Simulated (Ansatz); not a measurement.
The calculation's input:

```
crystal:
  periodic: [false, false, false]
  atoms:
    - {symbol: Si, position_ang: [-0.297006, 1.121515, -0.170541]}
    - {symbol: H, position_ang: [0.640867, -2.602223, -1.925900]}
    - {symbol: H, position_ang: [0.820143, 0.585231, -0.959780]}
    - {symbol: H, position_ang: [-1.478825, 0.241540, -0.036503]}
    - {symbol: O, position_ang: [-0.712475, 2.527266, -0.894266]}
    - {symbol: H, position_ang: [0.923854, -0.725792, 1.813293]}
    - {symbol: F, position_ang: [0.213622, 1.435614, 1.321622]}
    - {symbol: H, position_ang: [0.777220, -2.290914, -1.259920]}
    - {symbol: O, position_ang: [0.660903, -1.376074, 1.155603]}
    - {symbol: H, position_ang: [-1.512626, 2.973192, -0.614838]}
    - {symbol: H, position_ang: [-0.035778, -1.889253, 1.571430]}
basis:
  gaussian: {orbitals: def2-TZVPP}
hamiltonian: {xc: pbe0, dispersion: d4}
output: {orbitals: {seedname: orbitals}}
```

Launched as:

```sh
ansatz run in.yaml --threads 4 --pin off --events-out ev --progress --plain --max-ram 9574MiB
```

The product side of a reaction path; geometry: PBE0-D4/def2-TZVP.

All numbers below come from RKS PBE0-D4/def2-TZVPP in Ansatz.

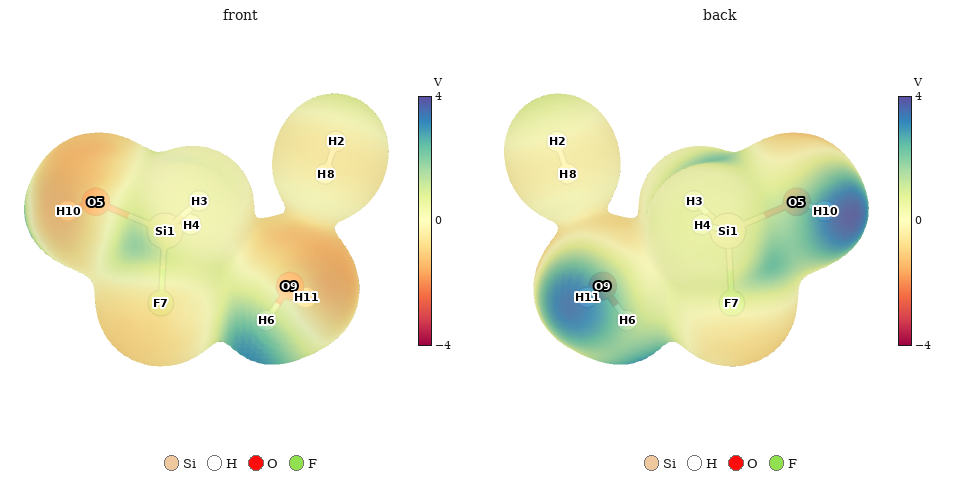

FH$_{3}$OSi···H$_{2}$···H$_{2}$O. The electrostatic potential painted on the density surface at 0.004 e/bohr³, seen from the front and from behind; the colour scale runs from red (negative) to blue (positive).

Q: Which sites attract a positive test charge, and which a negative one?

A: A positive charge is drawn to the negative regions and a negative charge to the positive ones. The most negative region (about −1.5 V) lies over O9, the most positive (about +3.6 V) over H10. O9 is the likeliest acceptor of a hydrogen bond.
